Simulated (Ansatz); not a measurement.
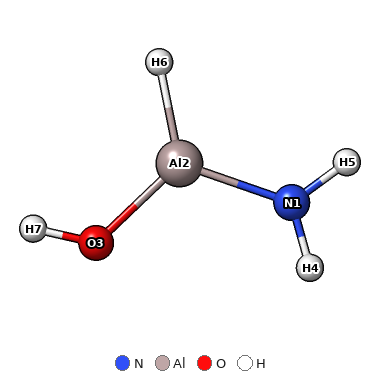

The system is AlH4NO, SMILES [NH2][AlH][OH]; the picture shows the grid point nearest to the relaxed geometry. Two internal coordinates are moved rigidly from the geometry relaxed at PBE0-D4/def2-TZVP, all others fixed. First axis: bond Al2–H6. Second axis: angle Al2–N1–H4. The scan uses a 7 × 7 grid. Points are written as (first, second). Energies: kJ/mol, counted from the lowest grid point. All numbers below come from RKS PBE0-D4/def2-TZVPP in Ansatz.

Its coordinates:

```yaml
atoms:
  - { symbol: N, position_ang: [-1.1503, 0.3460, -0.5687] }
  - { symbol: Al, position_ang: [0.3303, 0.1502, 0.3632] }
  - { symbol: O, position_ang: [1.3051, -1.1861, -0.0193] }
  - { symbol: H, position_ang: [-1.4577, -0.2701, -1.3033] }
  - { symbol: H, position_ang: [-1.8085, 1.0956, -0.4369] }
  - { symbol: H, position_ang: [0.7045, 1.1517, 1.4633] }
  - { symbol: H, position_ang: [2.1262, -1.3788, 0.4280] }
```

Range: bond Al2–H6 from 1.295 to 2.290 Å; angle Al2–N1–H4 from 95 to 155°.

Predict the map.

Answer. The lowest grid point is at (1.534 Å, 125°). It is the only kind of minimum in the scanned range. The highest grid point, (2.290 Å, 155°), lies 182 kJ/mol above the lowest. Round the minimum the two coordinates are nearly uncoupled.

```tsv
angle Al2–N1–H4 ↓, bond Al2–H6 →	1.295	1.392	1.534	1.699	1.882	2.080	2.290
155	109	60	33	40	74	124	182
145	91	42	14	22	55	104	162
135	81	31	4	11	43	93	150
125	77	28	0	7	39	88	145
115	81	32	4	10	43	91	148
105	92	43	14	21	53	102	159
95	110	60	32	39	72	120	177
```

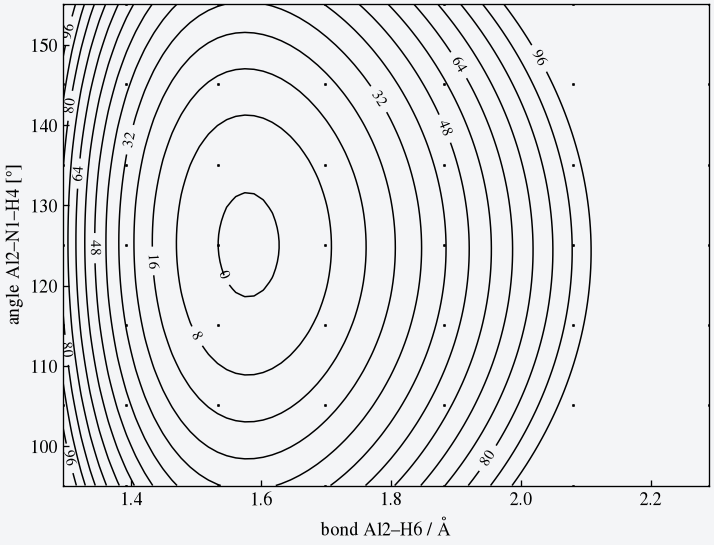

The picture shows contour lines labelled in kJ/mol (none above 96), dots at the grid points. Between grid points the surface is interpolated.
